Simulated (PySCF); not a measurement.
# C₂H₇BF₂Si (SMILES FB(F)CC[SiH3]): what the fields show

Input

```
{"job": {"kind": "nmr", "xc": "PBE0", "basis": "pcSseg-1"}, "charge": 0, "multiplicity": 1}
F     -1.484646     1.670207    -0.583410
B     -1.713441     0.660538     0.232508
F     -2.706671     0.882102     1.073691
C     -0.921880    -0.700394     0.194872
C      0.370101    -0.665841    -0.631277
Si     1.706426     0.461896     0.119935
H     -0.703449    -1.027528     1.214893
H     -1.593314    -1.466487    -0.212338
H      0.133779    -0.328759    -1.641298
H      0.756592    -1.682582    -0.725951
H      2.886837     0.404601    -0.744382
H      2.040520    -0.044719     1.455884
H      1.224760     1.837453     0.229145
```

Launched as:

```sh
OMP_NUM_THREADS=1 python probes_run.py task.json out
```

Geometry: GFN2-xTB.

Method: PBE0/pcSseg-1, SCF density, gas phase, non-relativistic in PySCF.

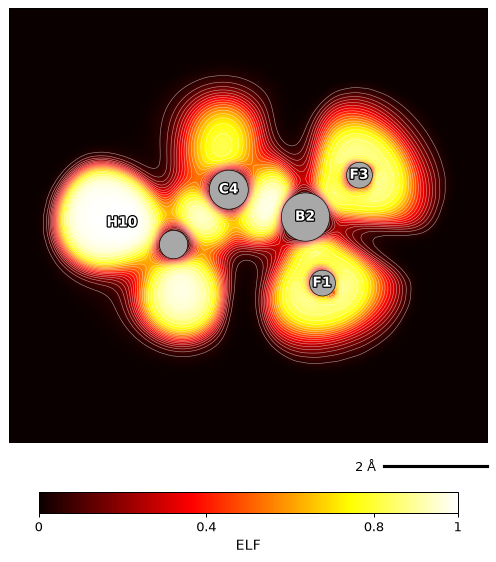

Figure 1. ELF on the plane of atoms F1, B2 and F3. Grey discs cover the atomic cores.

> Read the bonding off the picture.

The section cuts through F, B, C and H sites.
B–F (1.32 Å): the ELF peaks at about 0.85 between the atoms (a polar covalent bond).
C–B (1.57 Å): the ELF peaks at about 1 between the atoms, as expected for a covalent bond.
The ELF also peaks beside F1 and F3, away from the bonds: lone-pair regions.

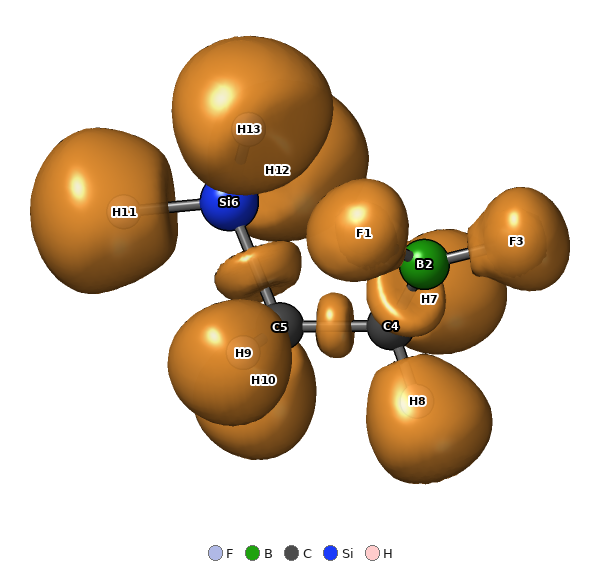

Figure 2. Isosurface of the ELF at 0.8 (orange), seen at a tilt. Core shells and regions of very low density are left out.

> Where are the electrons localised?

The ELF exceeds this value in one region between bonded B–C atoms (shared pairs), one region between bonded C–C atoms (shared pairs), one region between bonded C–Si atoms (shared pairs), seven regions around hydrogen nuclei and two regions on F in which the atom's valence shell and bonds are merged. Profiles from the grid: C–C (1.53 Å): the ELF peaks at about 0.95 between the atoms: a covalent bond.

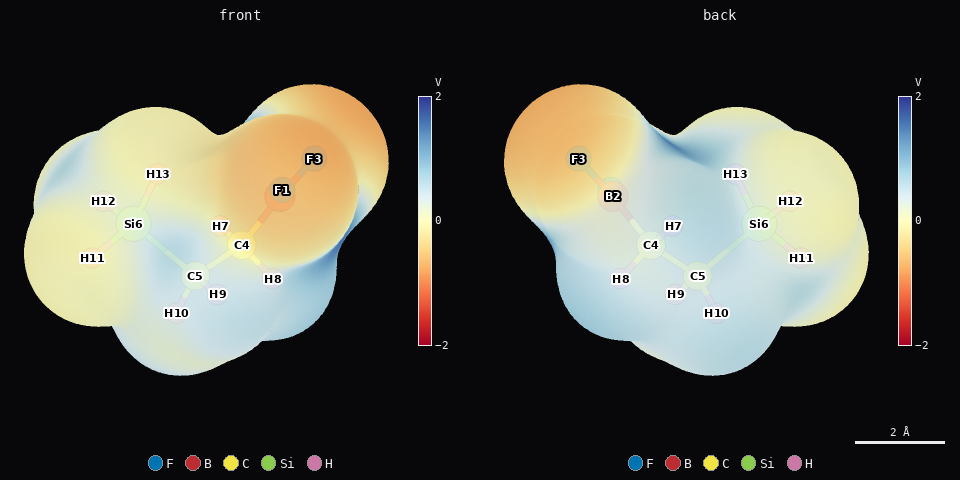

Figure 3. The molecular electrostatic potential painted on the density surface at 0.001 e/bohr³, seen from the front and from behind; red is negative and blue positive.

> Describe the electrostatic potential map.

The most negative region (about −0.8 V) lies over F1 and F3, the most positive (about +1.5 V) over B2.
